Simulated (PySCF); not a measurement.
```
atom    x (Å)    y (Å)    z (Å)
   O   3.2821   0.3066   0.2932
   C   2.2526   0.0875  -0.2892
  Si   0.5929  -0.2619   0.6009
   C  -0.9339   0.8109   0.1799
   C  -1.4889  -0.4992  -0.3824
   O  -0.3434  -1.3482  -0.2294
   H   2.2507   0.0774  -1.4015
   H   0.7950  -0.5928   2.0058
   H  -0.8156   1.5815  -0.5754
   H  -1.5074   1.2141   1.0067
   H  -1.7697  -0.4662  -1.4349
   H  -2.3132  -0.9105   0.2003
```

Geometry: GFN2-xTB.

Theory: PBE0/pcSseg-1, SCF density, gas phase, non-relativistic (PySCF).

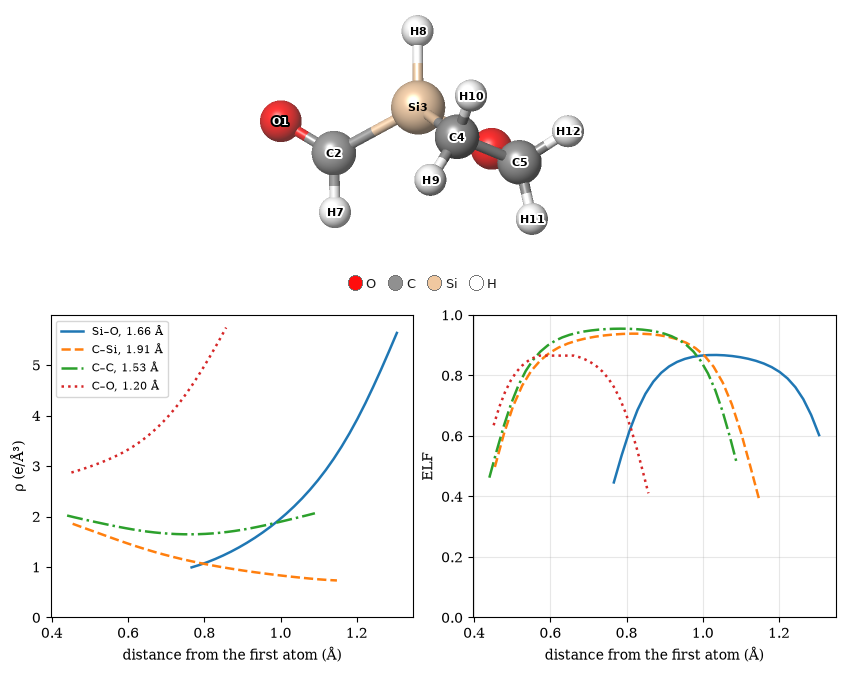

C$_{3}$H$_{6}$O$_{2}$Si. Total electron density and electron localisation function along straight lines between neighbouring atoms. The curves leave out the atomic cores. The structure is drawn too.

Question: What can be read from the curves?

Answer: Si–O (1.66 Å): ρ at the midpoint is about 1.2 e/Å³; the ELF peaks at about 0.85 between the atoms: a polar covalent bond.
C–Si (1.91 Å): the density is about 0.87 e/Å³ at the midpoint; the ELF peaks at about 0.95 between the atoms, as expected for a shared electron pair.
C–C (1.53 Å): ρ is about 1.6 e/Å³ halfway; the ELF peaks at about 0.95 between the atoms: a shared electron pair.
C–O (1.20 Å): the density is about 3.3 e/Å³ at the midpoint; the ELF peaks at about 0.85 between the atoms: a multiple bond.
